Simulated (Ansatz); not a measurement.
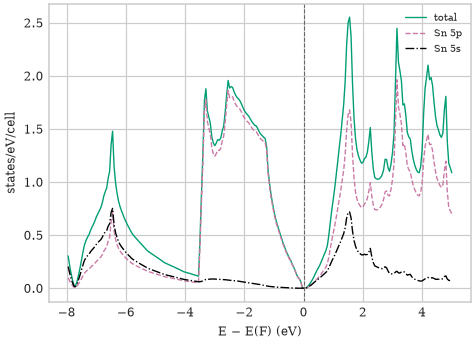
Total and projected density of states of Sn (diamond, space group No. 227), r²SCAN in the plane-wave PAW code Ansatz

Which orbitals carry the states next to the Fermi level?

Within 0.5 eV of the Fermi level: Sn 5p 81 %, Sn 5s 17 %. Projections are on Löwdin-orthogonalised atomic valence shells; empty p or d shells of many metals are not among them.

Where is the tallest occupied peak in this window, and what makes it?

Near -2.5 eV, about 2.0 states/eV per cell; the largest projected share is Sn 5p.

Space group Fd-3m (diamond). This is a known low-temperature phase of the composition, computed here at zero pressure and temperature. The r²SCAN relaxation kept the symmetry of its start; whether a distortion lowers the energy is not shown. Scalar-relativistic: spin–orbit coupling is off unless named, which matters more the heavier the elements.

Potentials: the earlier of the program's two PAW sets.
